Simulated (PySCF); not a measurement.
# Cl2 (chlorine): MN15/ma-def2-TZVP (density fitting with cc-pvtz-jkfit)

Aim: the vertical electron affinity of Cl2 (chlorine) at MN15/ma-def2-TZVP (density fitting with cc-pvtz-jkfit), from 2 runs. Input form: a Python script.

The results are computed with PySCF 2.14.0.

4 further runs of the same task are left out: 1 that didn't finish, 3 set aside as unsound or not needed.

### Step 1. The molecule

Cl2: 2 atoms, total charge 0, spin state singlet. SMILES: `ClCl`. The shape is that of a GFN2-xTB optimisation.

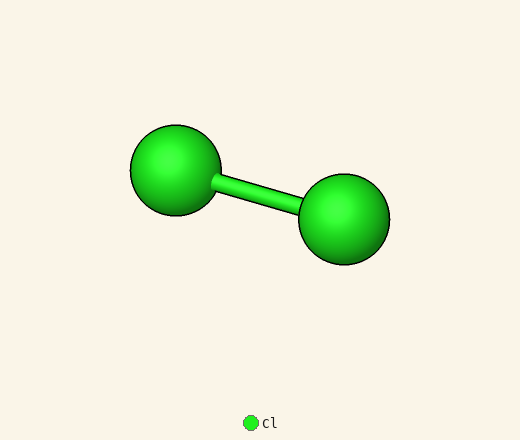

Viewed from a chosen angle; chlorine green.

### Step 2. Energy and forces at MN15/ma-def2-TZVP (density fitting with cc-pvtz-jkfit)

Input file job.py:

```python
# ClCl
import pyscf.grad
from pyscf import gto, dft

mol = gto.M(
    atom='Cl 0.859850 -0.286310 0.440860; Cl -0.859850 0.286310 -0.440860',
    spin=0,
    max_memory=1860,
    basis='ma-def2-tzvp',
    verbose=4,
)

calc0 = dft.RKS(mol, xc='mn15')
calc0 = calc0.density_fit(auxbasis='cc-pvtz-jkfit')
calc0.kernel()

e_final = calc0.e_tot
print('E(%s) = %.9f' % ('MN15', e_final))
grad = calc0.Gradients().kernel()
```

Command:

```
$ OMP_NUM_THREADS=1 python job.py
```

What it wrote:

```text
PySCF version 2.14.0

[INPUT] num. atoms = 2
[INPUT] num. electrons = 34
[INPUT] charge = 0
[INPUT] spin (= nelec alpha-beta = 2S) = 0
[INPUT] symmetry False subgroup None
[INPUT] Mole.unit = angstrom
[INPUT] Symbol           X                Y                Z      unit          X                Y                Z       unit  Magmom
[INPUT]  1 Cl     0.859850000000  -0.286310000000   0.440860000000 AA    1.624881008207  -0.541047486724   0.833104659276 Bohr   0.0
[INPUT]  2 Cl    -0.859850000000   0.286310000000  -0.440860000000 AA   -1.624881008207   0.541047486724  -0.833104659276 Bohr   0.0

nuclear repulsion = 75.8738341510311
number of shells = 30
number of NR pGTOs = 134
number of NR cGTOs = 82
basis = ma-def2-tzvp
ecp = {}

******** <class 'pyscf.df.df_jk.DFRKS'> ********
method = DFRKS
initial guess = minao
damping factor = 0
level_shift factor = 0
DIIS = <class 'pyscf.scf.diis.CDIIS'>
diis_start_cycle = 1
diis_space = 8
diis_damp = 0
SCF conv_tol = 1e-09
SCF conv_tol_grad = None
SCF max_cycles = 50
direct_scf = False
XC library pyscf.dft.libxc version 7.0.0
    S. Lehtola, C. Steigemann, M. J.T. Oliveira, and M. A.L. Marques.,  SoftwareX 7, 1–5 (2018)
XC functionals = mn15
    H. S. Yu, X. He, S. L. Li, and D. G. Truhlar.,  Chem. Sci. 7, 5032-5051 (2016)
    H. S. Yu, X. He, S. L. Li, and D. G. Truhlar.,  Chem. Sci. 7, 5032-5051 (2016)
radial grids:
    Treutler-Ahlrichs [JCP 102, 346 (1995); DOI:10.1063/1.469408] (M4) radial grids

becke partition: Becke, JCP 88, 2547 (1988); DOI:10.1063/1.454033
pruning grids: <function nwchem_prune>
grids dens level: 3
symmetrized grids: False
atomic radii adjust function: <function treutler_atomic_radii_adjust>
small_rho_cutoff = 0
Set gradient conv threshold to 3.16228e-05
Initial guess from minao.
tot grids = 37760
******** <class 'pyscf.df.df.DF'> ********
auxbasis = cc-pvtz-jkfit
init E= -920.218886365831
  HOMO = -0.340249542874364  LUMO = -0.177139269430921  gap/eV = 4.43846
cycle= 1 E= -920.191236484461  delta_E= 0.0276  |g|= 0.183  |ddm|= 1.23
  HOMO = -0.358360960713339  LUMO = -0.105304734212581  gap/eV = 6.88601
cycle= 2 E= -920.195300803791  delta_E= -0.00406  |g|= 0.12  |ddm|= 0.173
  HOMO = -0.351209960538632  LUMO = -0.092847791814318  gap/eV = 7.03039
cycle= 3 E= -920.198300766162  delta_E= -0.003  |g|= 0.0252  |ddm|= 0.0856
  HOMO = -0.354666426856803  LUMO = -0.0949039012033133  gap/eV = 7.06850
cycle= 4 E= -920.198450006556  delta_E= -0.000149  |g|= 0.00292  |ddm|= 0.0168
  HOMO = -0.354022128480358  LUMO = -0.0941394650443499  gap/eV = 7.07177
cycle= 5 E= -920.19845142246  delta_E= -1.42e-06  |g|= 0.000938  |ddm|= 0.0035
  HOMO = -0.35408361198422  LUMO = -0.0941677931705343  gap/eV = 7.07267
cycle= 6 E= -920.19845153796  delta_E= -1.16e-07  |g|= 6.13e-05  |ddm|= 0.000676
  HOMO = -0.354099443375963  LUMO = -0.0941854883666018  gap/eV = 7.07262
cycle= 7 E= -920.198451539008  delta_E= -1.05e-09  |g|= 8.28e-06  |ddm|= 7.47e-05
  HOMO = -0.354097397214965  LUMO = -0.0941828170153443  gap/eV = 7.07264
cycle= 8 E= -920.198451539021  delta_E= -1.32e-11  |g|= 5.64e-07  |ddm|= 1.01e-05
  HOMO = -0.354097583017136  LUMO = -0.0941829845043749  gap/eV = 7.07264
Extra cycle  E= -920.198451539023  delta_E= -2.27e-12  |g|= 3.72e-07  |ddm|= 9.04e-07
converged SCF energy = -920.198451539023
E(MN15) = -920.198451539

******** <class 'pyscf.df.grad.rks.Gradients'> for <class 'pyscf.df.df_jk.DFRKS'> ********
unit = Eh/Bohr
grid_response = False
--------------- DFRKS gradients ---------------
         x                y                z
0 Cl     0.0129773007    -0.0043292865     0.0066356728
1 Cl    -0.0129773007     0.0043292865    -0.0066356728
----------------------------------------------
```

It took 5.1 s on 1 thread of Arm Neoverse V2, shared host; peak memory 0.48 GiB.

### Step 3. The doublet anion, same level

Input file input.py:

```python
from pyscf import gto, dft

mol = gto.Mole()
mol.atom = 'Cl 0.859850 -0.286310 0.440860; Cl -0.859850 0.286310 -0.440860'
mol.spin = 1
mol.verbose = 4
mol.basis = 'ma-def2-tzvp'
mol.max_memory = 1860
mol.charge = -1
mol.build()

calc0 = dft.UKS(mol, xc='mn15')
calc0 = calc0.density_fit(auxbasis='cc-pvtz-jkfit')
calc0.kernel()
if not calc0.converged:
    calc0 = calc0.newton().run(calc0.mo_coeff, calc0.mo_occ)

e_final = calc0.e_tot
print('E(%s) = %.9f' % ('MN15', e_final))
grad = calc0.nuc_grad_method().kernel()
```

Command:

```
$ OMP_NUM_THREADS=1 python input.py
```

What it wrote:

```text
PySCF version 2.14.0

[INPUT] num. atoms = 2
[INPUT] num. electrons = 35
[INPUT] charge = -1
[INPUT] spin (= nelec alpha-beta = 2S) = 1
[INPUT] symmetry False subgroup None
[INPUT] Mole.unit = angstrom
[INPUT] Symbol           X                Y                Z      unit          X                Y                Z       unit  Magmom
[INPUT]  1 Cl     0.859850000000  -0.286310000000   0.440860000000 AA    1.624881008207  -0.541047486724   0.833104659276 Bohr   0.0
[INPUT]  2 Cl    -0.859850000000   0.286310000000  -0.440860000000 AA   -1.624881008207   0.541047486724  -0.833104659276 Bohr   0.0

nuclear repulsion = 75.8738341510311
number of shells = 30
number of NR pGTOs = 134
number of NR cGTOs = 82
basis = ma-def2-tzvp
ecp = {}

******** <class 'pyscf.df.df_jk.DFUKS'> ********
method = DFUKS
initial guess = minao
damping factor = 0
level_shift factor = 0
DIIS = <class 'pyscf.scf.diis.CDIIS'>
diis_start_cycle = 1
diis_space = 8
diis_damp = 0
SCF conv_tol = 1e-09
SCF conv_tol_grad = None
SCF max_cycles = 50
direct_scf = False
number electrons alpha = 18  beta = 17
XC library pyscf.dft.libxc version 7.0.0
    S. Lehtola, C. Steigemann, M. J.T. Oliveira, and M. A.L. Marques.,  SoftwareX 7, 1–5 (2018)
XC functionals = mn15
    H. S. Yu, X. He, S. L. Li, and D. G. Truhlar.,  Chem. Sci. 7, 5032-5051 (2016)
    H. S. Yu, X. He, S. L. Li, and D. G. Truhlar.,  Chem. Sci. 7, 5032-5051 (2016)
radial grids:
    Treutler-Ahlrichs [JCP 102, 346 (1995); DOI:10.1063/1.469408] (M4) radial grids

becke partition: Becke, JCP 88, 2547 (1988); DOI:10.1063/1.454033
pruning grids: <function nwchem_prune>
grids dens level: 3
symmetrized grids: False
atomic radii adjust function: <function treutler_atomic_radii_adjust>
small_rho_cutoff = 0
Set gradient conv threshold to 3.16228e-05
tot grids = 37760
******** <class 'pyscf.df.df.DF'> ********
auxbasis = cc-pvtz-jkfit
init E= -920.218886365831
[... the frontier-level lines of each cycle are left out ...]


cycle= 1 E= -920.183601688614  delta_E= 0.0353  |g|= 0.246  |ddm|= 1.23
cycle= 2 E= -920.200033363245  delta_E= -0.0164  |g|= 0.283  |ddm|= 2.17
cycle= 3 E= -920.230413639129  delta_E= -0.0304  |g|= 0.0326  |ddm|= 0.798
cycle= 4 E= -920.230968443512  delta_E= -0.000555  |g|= 0.0162  |ddm|= 0.244
cycle= 5 E= -920.231177316097  delta_E= -0.000209  |g|= 0.00513  |ddm|= 0.119
cycle= 6 E= -920.23123130135  delta_E= -5.4e-05  |g|= 0.0018  |ddm|= 0.145
cycle= 7 E= -920.231237630448  delta_E= -6.33e-06  |g|= 0.000193  |ddm|= 0.0461
cycle= 8 E= -920.23123782279  delta_E= -1.92e-07  |g|= 5.74e-05  |ddm|= 0.0105
cycle= 9 E= -920.231237827836  delta_E= -5.05e-09  |g|= 6.64e-06  |ddm|= 0.00102
cycle= 10 E= -920.231237827918  delta_E= -8.21e-11  |g|= 1.35e-06  |ddm|= 0.000173
Extra cycle  E= -920.231237827918  delta_E= -2.27e-13  |g|= 1e-06  |ddm|= 9.79e-06
converged SCF energy = -920.231237827918  <S^2> = 0.75131717  2S+1 = 2.0013167
E(MN15) = -920.231237828

******** <class 'pyscf.df.grad.uks.Gradients'> for <class 'pyscf.df.df_jk.DFUKS'> ********
unit = Eh/Bohr
grid_response = False
--------------- DFUKS gradients ---------------
         x                y                z
0 Cl    -0.1133401000     0.0377270444    -0.0581283289
1 Cl     0.1133401000    -0.0377270444     0.0581283289
----------------------------------------------
```

It took 11 s on 1 thread of Arm Neoverse V2, shared host; peak memory 0.49 GiB.

### Step 4. What came out

Level: MN15/ma-def2-TZVP (density fitting with cc-pvtz-jkfit).

| quantity | value |
| --- | --- |
| singlet Cl2: total energy | -920.19845 Eh |
| singlet Cl2: dipole moment | 0.00 D |
| singlet Cl2: HOMO energy | -9.64 eV |
| singlet Cl2: LUMO energy | -2.56 eV |
| singlet Cl2: HOMO–LUMO gap | 7.07 eV |
| singlet Cl2: largest force on an atom | 0.782 eV/Å |
| doublet anion: total energy | -920.23124 Eh |
| doublet anion: HOMO energy (highest over α and β) | 0.63 eV |
| doublet anion: LUMO energy (lowest over α and β) | 4.36 eV |
| doublet anion: ⟨S²⟩ | 0.751 |
| doublet anion: largest force on an atom | 6.831 eV/Å |
| vertical electron affinity (to the doublet anion) | 0.892 eV |

What this shows: At fixed nuclei the extra electron is bound by 0.89 eV (86.1 kJ/mol). The largest force (singlet Cl2) is 0.78 eV/Å: the shape isn't a stationary point for this species at this level. The HOMO (doublet anion) lies at positive energy, 0.63 eV; only total energies tell whether the electron is bound.
